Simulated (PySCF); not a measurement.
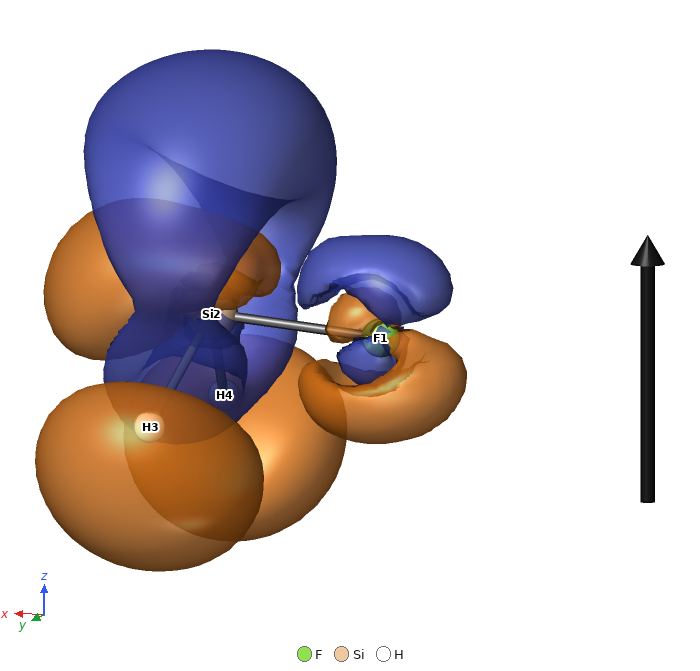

Figure. FH2Si, charge −1, SMILES `F[SiH2-]`. Change of the electron density in a uniform field of 0.10 V/Å along +z (arrow), surfaces at ±0.0005 e/Å³ (orange: gain, blue: loss).

Computed with PySCF, TPSS/6-31+G*, geometry: GFN2-xTB. No frequency check shows the geometry to be a minimum. For an anion such functionals hold the outermost electrons too loosely, so the response is rough. The basis has diffuse s and p functions alone, which still leaves polarisabilities too small, most of all across bonds.

Input script:

```python
import numpy as np
from pyscf import gto, scf, dft
from pyscf.scf import atom_ks, atom_hf
from scipy.linalg import block_diag

def solve(mol, dm0=None, hcore=None):
    mf = (dft.UKS if mol.spin else dft.RKS)(mol, xc='tpss')
    mf.grids.level = 3
    mf = mf.density_fit(auxbasis='def2-universal-jkfit')
    mf.conv_tol, mf.max_cycle = 1e-8, 80
    if hcore is not None:
        mf.get_hcore = lambda *args: hcore
    mf.kernel(dm0)
    if not mf.converged:
        mf = mf.newton().run(mf.mo_coeff, mf.mo_occ, max_cycle=30)
    assert mf.converged, 'SCF not converged'
    return mf

mol = gto.M(atom='''
F     -1.11706    -0.00002    -0.02691
Si     0.59679    -0.00004     0.13471
H      0.84907     1.16547    -0.82161
H      0.84950    -1.16478    -0.82215
''', basis='6-31+g*', charge=-1, spin=0, verbose=4)
field = np.array([-0.0, -0.0, -0.002])  # atomic units
mol.set_common_orig(mol.atom_charges() @ mol.atom_coords() / mol.atom_charges().sum())
mf = solve(mol)
out = dict(dm0=mf.make_rdm1(), d0=mf.dip_moment(unit='AU'), e0=mf.e_tot)
for name, sign in (('p', 1), ('m', -1)):
    h = mf.get_hcore() + sign * np.einsum('x,xij->ij', field, mol.intor('int1e_r'))
    mi = solve(mol, mf.make_rdm1(), h)
    out.update({'dm' + name: mi.make_rdm1(), 'd' + name: mi.dip_moment(unit='AU'), 'e' + name: mi.e_tot})
# spherically averaged free atoms, for the promolecule
atm = atom_ks.get_atm_nrks(mol, xc='tpss')
pro = block_diag(*[(atm[a[0]][2] * atm[a[0]][3]) @ atm[a[0]][2].T for a in mol._atom])
np.savez('result.npz', pro=pro, **out)
```

Run with:

```sh
OMP_NUM_THREADS=1 python input.py
```

The run took 7.8 s on 1 thread of Arm Neoverse V2, on a shared host, peak memory 0.23 GiB.

Partitions, critical points and surface values were worked out afterwards from this run's density.

The field was applied in both directions; the picture shows the one opposite to the script's first.

Q: What dipole is induced, and what polarisability does it imply?

A: The induced dipole is 0.33 D (along the field); α along this axis, from the fields in both directions, is 65 bohr³ (9.6 Å³).
